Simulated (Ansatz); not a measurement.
Run report: BH₄OF, nudged elastic band

The run: nudged elastic band of BH₄OF. Method and program: RKS BLYP-D4/def2-mTZVP (Ansatz 0.2.0).

It belongs to a series of runs on one base structure; here: band between the two ends. Figures and captions count atoms from 1; the log counts them from 0 in places.

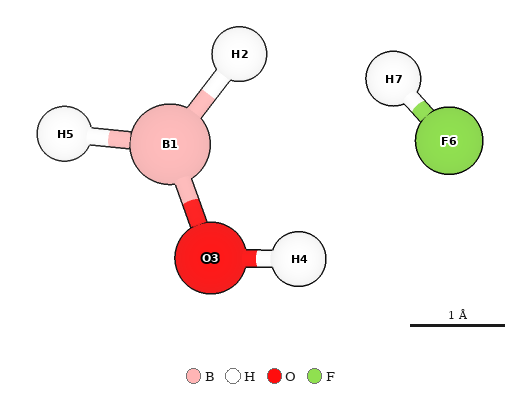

**Figure 1.** The structure as given in the input (ball-and-stick view, seen at a tilt; atoms are numbered from 1 in the order of the input).

Results in brief:

- outcome: converged
- barrier, forward: 1.050 eV
- barrier, backward: 2.395 eV
- hardware: 1 thread of Arm Neoverse V2, 24 GiB of memory available, shared host
- wall time: 5.2 min
- peak memory: 0.13 GiB

The order of the saddle point was not checked.

The input:
```yaml
crystal:
  periodic: [false, false, false]
  atoms:
    - { symbol: B, position_ang: [-0.333675, -0.494218, -0.253285] }
    - { symbol: H, position_ang: [-0.760522, 0.191462, 0.655855] }
    - { symbol: O, position_ang: [0.938587, -0.352388, -0.689708] }
    - { symbol: H, position_ang: [1.45075, 0.335621, -0.210084] }
    - { symbol: H, position_ang: [-1.034591, -1.306458, -0.776638] }
    - { symbol: F, position_ang: [1.225577, 1.708878, 1.305709] }
    - { symbol: H, position_ang: [0.338973, 1.367403, 1.358651] }
basis:
  gaussian: { orbitals: def2-mTZVP }
hamiltonian:
  xc: blyp
  dispersion: d4
neb:
  order_check: false
  images: 7
  f_tol: 0.05
  max_iterations: 60
  spring: { min: 2.0, max: 10.0 }
  final_atoms:
    - { symbol: B, position_ang: [0.38822102, 0.22316226, -0.74740732] }
    - { symbol: H, position_ang: [-0.83914611, 0.59838712, 2.81341522] }
    - { symbol: O, position_ang: [1.61628881, -0.33996577, -0.57741504] }
    - { symbol: H, position_ang: [1.63320533, -1.29188145, -0.79075659] }
    - { symbol: H, position_ang: [-0.57414009, -0.37909713, -1.12557857] }
    - { symbol: F, position_ang: [0.27429371, 1.53348629, -0.47278172] }
    - { symbol: H, position_ang: [-0.67362368, 1.10620866, 2.29102403] }
  initial_path:
    images:
      - { positions_ang: [[-0.333675, -0.494218, -0.253285], [-0.760522, 0.191462, 0.655855], [0.938587, -0.352388, -0.689708], [1.45075, 0.335621, -0.210084], [-1.034591, -1.306458, -0.776638], [1.225577, 1.708878, 1.305709], [0.338973, 1.367403, 1.358651]] }
      - { positions_ang: [[-0.24051716, -0.38004579, -0.19110662], [-0.60358176, 0.16925577, 0.8717394], [1.0359465, -0.26514566, -0.66100033], [1.51537804, 0.01715662, -0.30818062], [-1.00499754, -1.02349897, -0.75769111], [0.90574305, 1.66641583, 1.06831995], [0.21712787, 1.26616221, 1.36841933]] }
      - { positions_ang: [[-0.14735932, -0.26587359, -0.12892824], [-0.44664152, 0.14704955, 1.08762381], [1.133306, -0.17790332, -0.63229266], [1.58000608, -0.30130777, -0.40627724], [-0.97540407, -0.74053993, -0.73874423], [0.5859091, 1.62395365, 0.83093091], [0.09528274, 1.16492141, 1.37818766]] }
      - { positions_ang: [[-0.05420148, -0.15170138, -0.06674986], [-0.28970129, 0.12484332, 1.30350821], [1.2306655, -0.09066098, -0.60358499], [1.64463412, -0.61977215, -0.50437387], [-0.94581061, -0.4575809, -0.71979734], [0.26607514, 1.58149148, 0.59354186], [-0.02656239, 1.06368062, 1.38795599]] }
      - { positions_ang: [[0.03895636, -0.03752918, -0.00457148], [-0.13276105, 0.10263709, 1.51939261], [1.32802499, -0.00341864, -0.57487732], [1.70926216, -0.93823654, -0.60247049], [-0.91621715, -0.17462186, -0.70085045], [-0.05375881, 1.5390293, 0.35615281], [-0.14840751, 0.96243982, 1.39772432]] }
      - { positions_ang: [[0.12627253, 0.02764368, -0.19028044], [-0.30935731, 0.2265746, 1.84289826], [1.40009095, -0.08755542, -0.57551175], [1.69024795, -1.02664777, -0.64954201], [-0.83069788, -0.22574068, -0.80703248], [0.02825432, 1.53764355, 0.14891918], [-0.27971156, 0.99838203, 1.62104924]] }
      - { positions_ang: [[0.21358869, 0.09281654, -0.3759894], [-0.48595358, 0.35051211, 2.16640392], [1.4721569, -0.1716922, -0.57614618], [1.67123374, -1.11505899, -0.69661354], [-0.74517862, -0.27685949, -0.91321451], [0.11026745, 1.5362578, -0.05831445], [-0.4110156, 1.03432424, 1.84437417]] }
      - { positions_ang: [[0.30090485, 0.1579894, -0.56169836], [-0.66254984, 0.47444962, 2.48990957], [1.54422286, -0.25582898, -0.57678061], [1.65221954, -1.20347022, -0.74368507], [-0.65965935, -0.32797831, -1.01939654], [0.19228058, 1.53487205, -0.26554809], [-0.54231964, 1.07026645, 2.0676991]] }
      - { positions_ang: [[0.38822102, 0.22316226, -0.74740732], [-0.83914611, 0.59838712, 2.81341522], [1.61628881, -0.33996577, -0.57741504], [1.63320533, -1.29188145, -0.79075659], [-0.57414009, -0.37909713, -1.12557857], [0.27429371, 1.53348629, -0.47278172], [-0.67362368, 1.10620866, 2.29102403]] }
```

Launch command:
```bash
ansatz run input.yaml --threads 1 --pin off --max-ram 2048MiB --backend cpu --events-out ev --progress --plain --runs-dir out
```

Log:
```
Engine: ansatz 0.2.0, aarch64-unknown-linux-gnu
Functional definition: BLYP
  parameter beta = 0.0042
  parameter a = 0.04918
  parameter b = 0.132
  parameter c = 0.2533
  parameter d = 0.349
  exchange = b88_x(beta = beta)
  correlation = lyp_c(a = a, b = b, c = c, d = d)
645 factors; their error is unknown
mean field evaluation 1: about -5500.2861 eV, gradient 6.6e1 eV
mean field evaluation 2: about -5470.1890 eV, gradient 1.4e2 eV
mean field evaluation 4: about -5507.2720 eV, gradient 1.0e1 eV
mean field evaluation 8: about -5507.3987 eV, gradient 2.1e-1 eV
mean field -5507.39884005 eV, -202.3931743228 hartree, gradient 4.6e-5 eV, S^2 0.000000; 0 other end points of the search recorded, 0 dependent functions left out
the calculation of the forces begins
reference -5507.39911888 eV, -202.3931845695 hartree; 13, 13 occupied and 61, 61 virtual orbitals, 645 factors
645 factors; their error is unknown
mean field evaluation 16: about -5502.0652 eV, gradient 6.5e1 eV
mean field -5508.75468525 eV, -202.4430007148 hartree, gradient 3.1e-5 eV, S^2 0.000000; 0 other end points of the search recorded, 0 dependent functions left out
[... from here on the field's lines of each further geometry are left out, up to the last ...]
NEB iter   1: max|band force component| = 1.315e2 eV/Å  barrier→ = 20.7475 eV  barrier← = 22.0925 eV  Δτ_max = 0.2000 Å  (235 SCF iters)
NEB iter   2: max|band force component| = 3.907e1 eV/Å  barrier→ = 5.5984 eV  barrier← = 6.9434 eV  Δτ_max = 0.2000 Å  (249 SCF iters)
NEB iter   3: max|band force component| = 2.228e1 eV/Å  barrier→ = 2.7529 eV  barrier← = 4.0978 eV  Δτ_max = 0.2000 Å  (247 SCF iters)
NEB iter   4: max|band force component| = 7.070e0 eV/Å  barrier→ = 1.5983 eV  barrier← = 2.9433 eV  Δτ_max = 0.2000 Å  (248 SCF iters)
NEB iter   5: max|band force component| = 3.290e0 eV/Å  barrier→ = 1.2561 eV  barrier← = 2.6011 eV  Δτ_max = 0.2000 Å  (239 SCF iters)
NEB iter   6: max|band force component| = 3.074e0 eV/Å  barrier→ = 1.1538 eV  barrier← = 2.4987 eV  Δτ_max = 0.1971 Å  (222 SCF iters)
NEB iter   7: max|band force component| = 1.303e0 eV/Å  barrier→ = 1.0998 eV  barrier← = 2.4447 eV  Δτ_max = 0.1917 Å  (229 SCF iters)
NEB iter   8: max|band force component| = 1.649e0 eV/Å  barrier→ = 1.0228 eV  barrier← = 2.3678 eV  Δτ_max = 0.1003 Å  (212 SCF iters)
NEB iter   9: max|band force component| = 1.302e0 eV/Å  barrier→ = 0.9488 eV  barrier← = 2.2937 eV  Δτ_max = 0.1002 Å  (205 SCF iters)
NEB iter  10: max|band force component| = 7.875e-1 eV/Å  barrier→ = 0.8924 eV  barrier← = 2.2374 eV  Δτ_max = 0.1260 Å  (207 SCF iters)
NEB iter  11: max|band force component| = 5.433e-1 eV/Å  barrier→ = 0.9498 eV  barrier← = 2.2947 eV  Δτ_max = 0.1718 Å  (209 SCF iters)
NEB iter  12: max|band force component| = 9.642e-1 eV/Å  barrier→ = 0.9454 eV  barrier← = 2.2903 eV  CI = image 5  Δτ_max = 0.2000 Å  (211 SCF iters)
NEB iter  13: max|band force component| = 1.055e0 eV/Å  barrier→ = 1.0577 eV  barrier← = 2.4027 eV  CI = image 5  Δτ_max = 0.1047 Å  (225 SCF iters)
NEB iter  14: max|band force component| = 5.738e-1 eV/Å  barrier→ = 1.0507 eV  barrier← = 2.3957 eV  CI = image 5  Δτ_max = 0.0980 Å  (207 SCF iters)
NEB iter  15: max|band force component| = 9.834e-1 eV/Å  barrier→ = 1.0501 eV  barrier← = 2.3951 eV  CI = image 5  Δτ_max = 0.0508 Å  (213 SCF iters)
NEB iter  16: max|band force component| = 2.790e-1 eV/Å  barrier→ = 1.0499 eV  barrier← = 2.3949 eV  CI = image 5  Δτ_max = 0.0956 Å  (214 SCF iters)
NEB iter  17: max|band force component| = 1.922e-1 eV/Å  barrier→ = 1.0499 eV  barrier← = 2.3949 eV  CI = image 5  Δτ_max = 0.1033 Å  (179 SCF iters)
NEB iter  18: max|band force component| = 5.224e-1 eV/Å  barrier→ = 1.0499 eV  barrier← = 2.3948 eV  CI = image 5  Δτ_max = 0.0497 Å  (194 SCF iters)
NEB iter  19: max|band force component| = 1.949e-1 eV/Å  barrier→ = 1.0499 eV  barrier← = 2.3948 eV  CI = image 5  Δτ_max = 0.0958 Å  (185 SCF iters)
NEB iter  20: max|band force component| = 1.031e-1 eV/Å  barrier→ = 1.0499 eV  barrier← = 2.3948 eV  CI = image 5  Δτ_max = 0.1046 Å  (166 SCF iters)
NEB iter  21: max|band force component| = 5.390e-1 eV/Å  barrier→ = 1.0499 eV  barrier← = 2.3948 eV  CI = image 5  Δτ_max = 0.0493 Å  (178 SCF iters)
NEB iter  22: max|band force component| = 2.438e-1 eV/Å  barrier→ = 1.0499 eV  barrier← = 2.3948 eV  CI = image 5  Δτ_max = 0.0951 Å  (183 SCF iters)
NEB iter  23: max|band force component| = 1.396e-1 eV/Å  barrier→ = 1.0499 eV  barrier← = 2.3948 eV  CI = image 5  Δτ_max = 0.1035 Å  (149 SCF iters)
NEB iter  24: max|band force component| = 5.723e-1 eV/Å  barrier→ = 1.0499 eV  barrier← = 2.3948 eV  CI = image 5  Δτ_max = 0.0503 Å  (175 SCF iters)
NEB iter  25: max|band force component| = 1.808e-1 eV/Å  barrier→ = 1.0499 eV  barrier← = 2.3948 eV  CI = image 5  Δτ_max = 0.0807 Å  (155 SCF iters)
NEB iter  26: max|band force component| = 3.363e-1 eV/Å  barrier→ = 1.0499 eV  barrier← = 2.3948 eV  CI = image 5  Δτ_max = 0.0420 Å  (153 SCF iters)
NEB iter  27: max|band force component| = 5.255e-1 eV/Å  barrier→ = 1.0499 eV  barrier← = 2.3948 eV  CI = image 5  Δτ_max = 0.0190 Å  (145 SCF iters)
NEB iter  28: max|band force component| = 1.850e-1 eV/Å  barrier→ = 1.0499 eV  barrier← = 2.3948 eV  CI = image 5  Δτ_max = 0.0400 Å  (152 SCF iters)
NEB iter  29: max|band force component| = 2.292e-1 eV/Å  barrier→ = 1.0499 eV  barrier← = 2.3948 eV  CI = image 5  Δτ_max = 0.0205 Å  (149 SCF iters)
NEB iter  30: max|band force component| = 8.096e-2 eV/Å  barrier→ = 1.0499 eV  barrier← = 2.3948 eV  CI = image 5  Δτ_max = 0.0405 Å  (141 SCF iters)
NEB iter  31: max|band force component| = 2.830e-1 eV/Å  barrier→ = 1.0499 eV  barrier← = 2.3948 eV  CI = image 5  Δτ_max = 0.0203 Å  (145 SCF iters)
NEB iter  32: max|band force component| = 8.148e-2 eV/Å  barrier→ = 1.0499 eV  barrier← = 2.3948 eV  CI = image 5  Δτ_max = 0.0206 Å  (147 SCF iters)
the calculation of the forces begins
reference -5508.20637005 eV, -202.4228505028 hartree; 13, 13 occupied and 61, 61 virtual orbitals, 645 factors
645 factors; their error is unknown
mean field -5506.32859707 eV, -202.3538436186 hartree, gradient 8.6e-5 eV, S^2 0.000000; 1 other end points of the search recorded, 0 dependent functions left out
the calculation of the forces begins
reference -5506.32888517 eV, -202.3538542063 hartree; 13, 13 occupied and 61, 61 virtual orbitals, 645 factors
NEB iter  33: max|band force component| = 4.417e-2 eV/Å  barrier→ = 1.0499 eV  barrier← = 2.3948 eV  CI = image 5  Δτ_max = 0.0000 Å  (329 SCF iters)
```

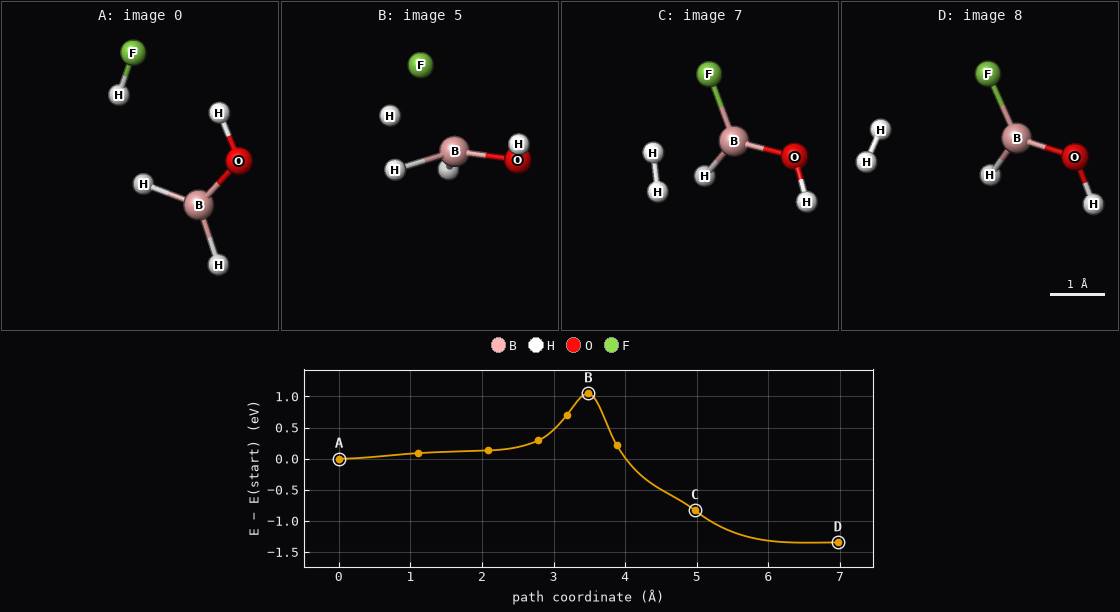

**Figure 2.** Images of the last band (counted from 0; ball-and-stick, seen at a tilt) above the energy along the path; the line is a cubic interpolation that uses the forces. The highest image is number 5, 1.050 eV above the start and 2.395 eV above the end (the climbing image); the end lies 1.345 eV below the start. The path is 6.97 Å long. The band converged in 33 iterations.

```
Total energy: -5506.47951216 eV, -202.3593896460 hartree
Atom 0 at    -0.043207     0.036368    -0.074527 Å, force    -0.000002    -0.000014     0.000016 eV/Å
Atom 1 at    -0.190582    -0.139782     1.272013 Å, force     0.000001     0.000004    -0.000004 eV/Å
Atom 2 at     1.073396    -0.536418    -0.618749 Å, force     0.000001     0.000020    -0.000008 eV/Å
Atom 3 at     1.900357    -0.430820    -0.111699 Å, force     0.000000    -0.000010     0.000001 eV/Å
Atom 4 at    -1.093198    -0.051400    -0.618477 Å, force     0.000000     0.000002    -0.000001 eV/Å
Atom 5 at     0.206295     1.703980     0.360062 Å, force    -0.000001     0.000004    -0.000001 eV/Å
Atom 6 at    -0.027961     0.868373     1.181877 Å, force    -0.000000    -0.000006    -0.000003 eV/Å
Dipole moment:     0.171458    -0.163536     0.388040 e Å
this run last wrote the band of iteration 33 to [file]
```

The last band as extended XYZ (Å, eV, eV/Å):
```
7
Properties=species:S:1:pos:R:3:forces:R:3 image=0 energy=-5507.52910
B    -0.3337   -0.4942   -0.2533   -0.0106  -0.0041   0.0002
H    -0.7605    0.1915    0.6559   -0.0012   0.0041   0.0034
O     0.9386   -0.3524   -0.6897    0.0070  -0.0015  -0.0047
H     1.4507    0.3356   -0.2101   -0.0046   0.0002   0.0018
H    -1.0346   -1.3065   -0.7766    0.0058  -0.0002  -0.0018
F     1.2256    1.7089    1.3057    0.0046   0.0023   0.0006
H     0.3390    1.3674    1.3587   -0.0010  -0.0007   0.0005
7
Properties=species:S:1:pos:R:3:forces:R:3 image=1 energy=-5507.43941
B    -0.2439   -0.4860   -0.2173    0.0229  -0.0310  -0.0215
H    -0.3871   -0.0920    0.9206   -0.0256   0.0141  -0.0093
O     0.9810   -0.5043   -0.7977   -0.0345   0.0317   0.0497
H     1.6993   -0.1357   -0.2439   -0.0066   0.0212  -0.0111
H    -1.1756   -0.8775   -0.8483   -0.0046  -0.0371  -0.0157
F     0.7901    2.1291    1.2891    0.0421  -0.0015   0.0132
H     0.1613    1.4167    1.2880    0.0064   0.0026  -0.0053
7
Properties=species:S:1:pos:R:3:forces:R:3 image=2 energy=-5507.39613
B    -0.1064   -0.4131   -0.1572   -0.0018  -0.0138  -0.0081
H    -0.0965   -0.2644    1.0476    0.0008   0.0100  -0.0114
O     1.0553   -0.5934   -0.8326    0.0003  -0.0147  -0.0057
H     1.8605   -0.5516   -0.2795   -0.0016  -0.0083  -0.0071
H    -1.1262   -0.4239   -0.7731   -0.0010  -0.0294  -0.0120
F     0.2274    2.2985    1.0876    0.0050   0.0342   0.0390
H     0.0109    1.3982    1.2977   -0.0017   0.0221   0.0053
7
Properties=species:S:1:pos:R:3:forces:R:3 image=3 energy=-5507.23611
B    -0.0906   -0.2781   -0.0732   -0.0252  -0.2309  -0.0318
H    -0.1001   -0.3558    1.1493    0.0386  -0.1133  -0.0847
O     1.0650   -0.4489   -0.7645    0.0011  -0.0029  -0.0594
H     1.8727   -0.4729   -0.2151   -0.0274  -0.1105  -0.0103
H    -1.1141   -0.1366   -0.6618    0.0065  -0.1204  -0.0814
F     0.1683    1.9588    0.7052   -0.0005   0.2909   0.2039
H     0.0240    1.1838    1.2506    0.0070   0.2870   0.0637
7
Properties=species:S:1:pos:R:3:forces:R:3 image=4 energy=-5506.82407
B    -0.0682   -0.1236   -0.0469   -0.1116  -0.8491   0.1252
H    -0.1232   -0.2672    1.2146    0.0586  -0.3243  -0.2973
O     1.0745   -0.4493   -0.7125    0.0353   0.0873  -0.1565
H     1.9003   -0.3801   -0.1961   -0.0496  -0.1551   0.0374
H    -1.1135   -0.0807   -0.6037    0.0014  -0.0702  -0.1365
F     0.1481    1.7578    0.5407   -0.0430   0.3485   0.5742
H     0.0071    0.9933    1.1943    0.1090   0.9629  -0.1465
7
Properties=species:S:1:pos:R:3:forces:R:3 image=5 energy=-5506.47922
B    -0.0432    0.0364   -0.0745    0.0000   0.0000   0.0000
H    -0.1906   -0.1398    1.2720    0.0000   0.0000   0.0000
O     1.0734   -0.5364   -0.6187    0.0000   0.0000   0.0000
H     1.9004   -0.4308   -0.1117    0.0000   0.0000   0.0000
H    -1.0932   -0.0514   -0.6185    0.0000   0.0000   0.0000
F     0.2063    1.7040    0.3601    0.0000   0.0000   0.0000
H    -0.0280    0.8684    1.1819    0.0000   0.0000   0.0000
7
Properties=species:S:1:pos:R:3:forces:R:3 image=6 energy=-5507.31192
B     0.0166    0.2173   -0.1927    0.4266   1.4722  -0.9004
H    -0.2635   -0.0527    1.3659   -0.1308   0.2457   0.8259
O     1.0633   -0.6070   -0.5145   -0.1699  -0.1203   0.3064
H     1.8995   -0.4633   -0.0310    0.0642   0.2228  -0.1405
H    -1.0561   -0.0356   -0.6512    0.0630   0.0652   0.1303
F     0.2788    1.6551    0.1208    0.2629  -0.4444  -1.4425
H    -0.1135    0.7366    1.2932   -0.5161  -1.4411   1.2207
7
Properties=species:S:1:pos:R:3:forces:R:3 image=7 energy=-5508.35811
B     0.1427    0.3535   -0.4435    0.1482   0.1995  -0.3100
H    -0.3480    0.0637    1.6742   -0.0633  -0.0026   0.3835
O     1.3664   -0.2385   -0.4340    0.4104   0.5768  -0.0086
H     1.5906   -1.0743   -0.0159   -0.3562  -0.6643  -0.0991
H    -0.9259   -0.1489   -0.6410    0.1542  -0.1265   0.0236
F     0.1947    1.7061   -0.3501   -0.1881   0.0811  -0.4476
H    -0.1954    0.7888    1.6008   -0.1053  -0.0640   0.4582
7
Properties=species:S:1:pos:R:3:forces:R:3 image=8 energy=-5508.87407
B     0.3882    0.2232   -0.7474   -0.0118   0.0015  -0.0156
H    -0.8391    0.5984    2.8134    0.0054   0.0195  -0.0183
O     1.6163   -0.3400   -0.5774    0.0102  -0.0082   0.0068
H     1.6332   -1.2919   -0.7908    0.0029   0.0000  -0.0027
H    -0.5741   -0.3791   -1.1256    0.0010   0.0011   0.0057
F     0.2743    1.5335   -0.4728   -0.0014   0.0044   0.0047
H    -0.6736    1.1062    2.2910   -0.0063  -0.0183   0.0193
```
